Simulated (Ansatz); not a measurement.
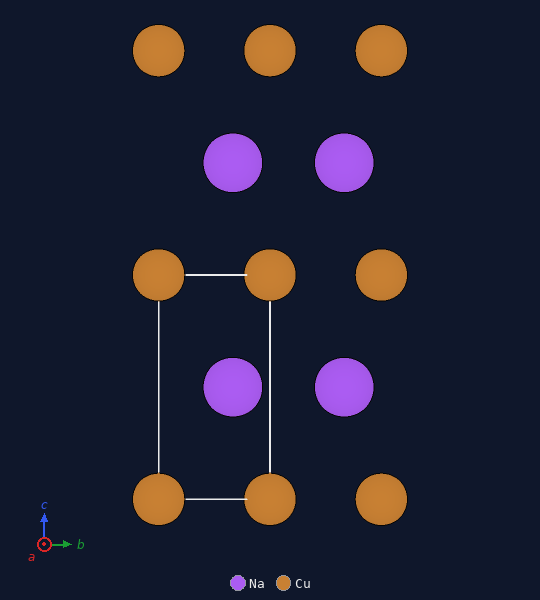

The picture looks along a close-packed row of the hexagonal mesh; c points upwards. Every atom sits on one of the three columns of the mesh; call them A, B, C in the order in which they first turn up. The sequence starts with the first layer at or above the cell's origin.

System NaCu; source of the atomic positions: coordinates from a relaxation with DFT PBE, scalar-relativistic, plane waves, PAW (Ansatz); the starting structure was generated, so it need not be a known form of this composition.

Give the sequence of layers in one repeat, with element and column.

Cu(A) – Na(B) (two layers in 4.99 Å).

Taking all atoms as equal spheres, what packing is it?

As equal spheres, AB: hexagonal close packing.
